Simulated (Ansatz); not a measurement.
# What a change does: single-point calculation on CH$_{5}$GeNS

System: CH$_{5}$GeNS, SMILES C[S][Ge][NH2].
Method of run A: RKS wB97M-V/def2-SVP (Ansatz 0.2.0).

The geometry comes from this level: PBE0-D4/def2-TZVP. Text and figures count atoms from 1; the logs count them from 0 in places.

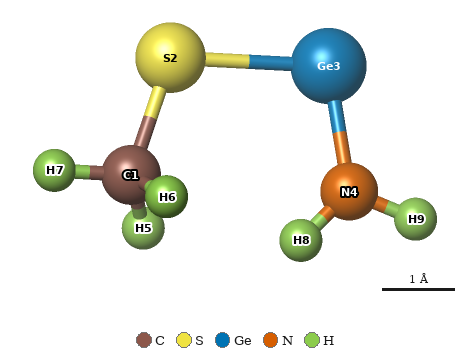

Figure 1. The input geometry (ball-and-stick view, seen at a tilt; atoms are numbered from 1 in the order of the input). Sticks mark near contacts. Bond lengths as drawn: C–H 1.09 Å, C–S 1.81 Å, Ge–N 1.82 Å, Ge–S 2.25 Å and H–N 1.01 Å.

**Input file, run A**
```yaml
crystal:
  periodic: [false, false, false]
  atoms:
    - {symbol: C, position_ang: [-0.261534, 0.978581, -0.953309]}
    - {symbol: S, position_ang: [1.488978, 0.528348, -0.893579]}
    - {symbol: Ge, position_ang: [1.734287, -1.052768, 0.682502]}
    - {symbol: N, position_ang: [0.005194, -1.204374, 1.235262]}
    - {symbol: H, position_ang: [-0.879602, 0.122651, -1.228026]}
    - {symbol: H, position_ang: [-0.595095, 1.391340, -0.000201]}
    - {symbol: H, position_ang: [-0.373337, 1.745269, -1.719793]}
    - {symbol: H, position_ang: [-0.796930, -0.698799, 0.895268]}
    - {symbol: H, position_ang: [-0.233462, -1.856648, 1.964976]}
basis:
  gaussian: {orbitals: def2-SVP}
hamiltonian: {xc: {name: wB97M-V}}
output: {orbitals: {seedname: orbitals}}
```

Hardware: 4 CPU threads, shared host.

**Output (run A)**
```
Functional definition: wB97M-V
  parameter omega = 0.3/bohr
  parameter cx = 0.15
  parameter cx01 = 1.007
  parameter cx10 = 0.259
  parameter css00 = 0.443
  parameter css04 = -1.437
  parameter css10 = -4.535
  parameter css20 = -3.390
  parameter css43 = 4.278
  parameter cos00 = 1.000
  parameter cos10 = 1.358
  parameter cos20 = 2.924
  parameter cos21 = -8.812
  parameter cos60 = -1.390
  parameter cos61 = 9.142
  parameter b = 6.0
  parameter c = 0.01
  gx(w, u) = 1 - cx + cx01*u + cx10*w
  gss(w, u) = css00 + css04*u^4 + css10*w + css20*w^2 + css43*w^4*u^3
  gos(w, u) = cos00 + cos10*w + (cos20 + cos21*u)*w^2 + (cos60 + cos61*u)*w^6
  exchange = spin_sum(e_x_unif_sr(omega)*gx(b97_w, b97_u_x)) + cx*exact_x_sr(omega) + exact_x_lr(omega)
  correlation = spin_sum(e_c_pw_mod_same_spin*gss(b97_w, b97_u_same))
      + integral(e_c_pw_mod_opposite_spin*gos(b97_w_opposite, b97_u_opposite)) + vv10(b, c)
1025 factors; integrals over basis functions are off by at most 1.1e-3 eV
291 factors; integrals over basis functions are off by at most 6.8e-6 eV
mean field evaluation 1: about -69940.7868 eV, gradient 4.8e1 eV
mean field evaluation 2: about -69939.5787 eV, gradient 5.4e1 eV
mean field evaluation 4: about -69945.6392 eV, gradient 1.6e0 eV
mean field evaluation 8: about -69945.7148 eV, gradient 1.5e-1 eV
mean field evaluation 16: about -69945.7149 eV, gradient 1.0e-4 eV
mean field -69945.71493912 eV, -2570.4576131044 hartree, gradient 3.6e-5 eV, S^2 0.000000; 0 other end points of the search recorded, 0 dependent functions left out
reference -69945.71497799 eV, -2570.4576145328 hartree; 33, 33 occupied and 70, 70 virtual orbitals, 1025 factors
Total energy: -69945.71497799 eV, -2570.4576145328 hartree
```

For run B the input was changed thus:
```diff
-  gaussian: {orbitals: def2-SVP}
+  gaussian: {orbitals: "def2-QZVPP.json"}
```

How does run B compare with run A?

The total energy of run B is 363.3 kcal/mol lower, which measures the change of basis and not a stability. The HOMO goes from −8.80 to −8.95 eV. The LUMO goes from 0.77 to 0.41 eV. The basis functions go from 103 to 423.

**Output (run B)**
```
Functional definition: wB97M-V
  parameter omega = 0.3/bohr
  parameter cx = 0.15
  parameter cx01 = 1.007
  parameter cx10 = 0.259
  parameter css00 = 0.443
  parameter css04 = -1.437
  parameter css10 = -4.535
  parameter css20 = -3.390
  parameter css43 = 4.278
  parameter cos00 = 1.000
  parameter cos10 = 1.358
  parameter cos20 = 2.924
  parameter cos21 = -8.812
  parameter cos60 = -1.390
  parameter cos61 = 9.142
  parameter b = 6.0
  parameter c = 0.01
  gx(w, u) = 1 - cx + cx01*u + cx10*w
  gss(w, u) = css00 + css04*u^4 + css10*w + css20*w^2 + css43*w^4*u^3
  gos(w, u) = cos00 + cos10*w + (cos20 + cos21*u)*w^2 + (cos60 + cos61*u)*w^6
  exchange = spin_sum(e_x_unif_sr(omega)*gx(b97_w, b97_u_x)) + cx*exact_x_sr(omega) + exact_x_lr(omega)
  correlation = spin_sum(e_c_pw_mod_same_spin*gss(b97_w, b97_u_same))
      + integral(e_c_pw_mod_opposite_spin*gos(b97_w_opposite, b97_u_opposite)) + vv10(b, c)
1548 factors; their error is unknown
339 factors; integrals over basis functions are off by at most 8.9e-6 eV
mean field evaluation 1: about -69954.1876 eV, gradient 6.1e1 eV
mean field evaluation 2: about -69951.5977 eV, gradient 7.0e1 eV
mean field evaluation 4: about -69961.3663 eV, gradient 2.7e0 eV
mean field evaluation 8: about -69961.3854 eV, gradient 6.5e-2 eV
mean field evaluation 16: about -69961.4710 eV, gradient 1.9e-4 eV
mean field -69961.47102397 eV, -2571.0366385425 hartree, gradient 5.6e-5 eV, S^2 0.000000; 0 other end points of the search recorded, 0 dependent functions left out
reference -69961.47107596 eV, -2571.0366404532 hartree; 33, 33 occupied and 390, 390 virtual orbitals, 1548 factors
Total energy: -69961.47107596 eV, -2571.0366404532 hartree
```

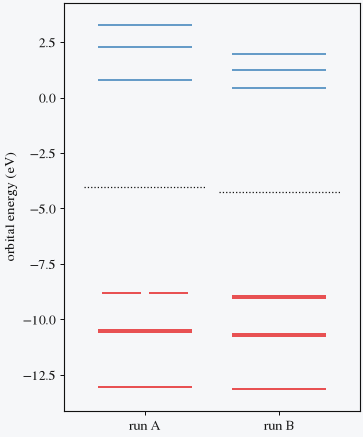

Figure 2. The five highest filled and three lowest empty orbital energies of the two runs; the dotted lines part filled from empty levels. The HOMO–LUMO gap is 9.56 eV in run A and 9.37 eV in run B.

**The two runs side by side**

| quantity | run A | run B |
| --- | --- | --- |
| outcome | converged | converged |
| total energy (hartree) | −2570.457615 | −2571.036640 |
| HOMO (eV) | −8.80 | −8.95 |
| LUMO (eV) | 0.77 | 0.41 |
| basis functions | 103 | 423 |
| wall time (shared host) | 2.2 s | 12 s |
